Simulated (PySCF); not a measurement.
Molecule: SMILES [SeH][Ge]([SeH])([SeH])[CH3] (CH6GeSe3). Atoms near the plane z = 0.0 Å, at the B3LYP/def2-SVP optimised geometry (x, y, z in Å): C1 (1.3, -0.6, 0.0), Ge2 (-0.7, -0.6, 0.0), Se5 (-1.6, 1.6, 0.0), H6 (1.6, 0.0, 0.9), H7 (1.6, -1.6, 0.0), H8 (1.6, -0.1, -0.9).

Computed with B3LYP/def2-TZVP (PySCF 2.14.0). Cells within 0.4 Å of a nucleus heavier than hydrogen are left out (blank, or x). The values are rescaled to run from 0 to 1.

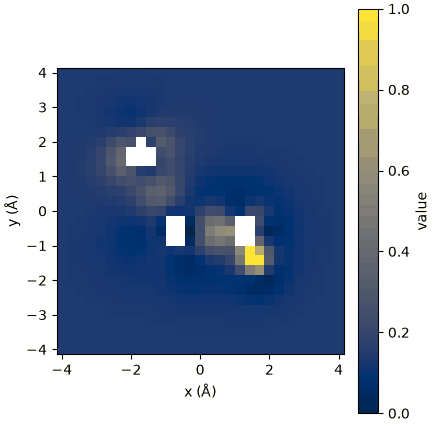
a field on the plane z = 0.0 Å.

Problem. Which quantity is mapped?
A. electron localisation function
B. deformation density (molecule minus spherical neutral atoms)
C. electrostatic potential
D. an orbital amplitude

Solution. B, deformation density (molecule minus spherical neutral atoms). In full: deformation density (molecule minus spherical neutral atoms) (e/bohr³).
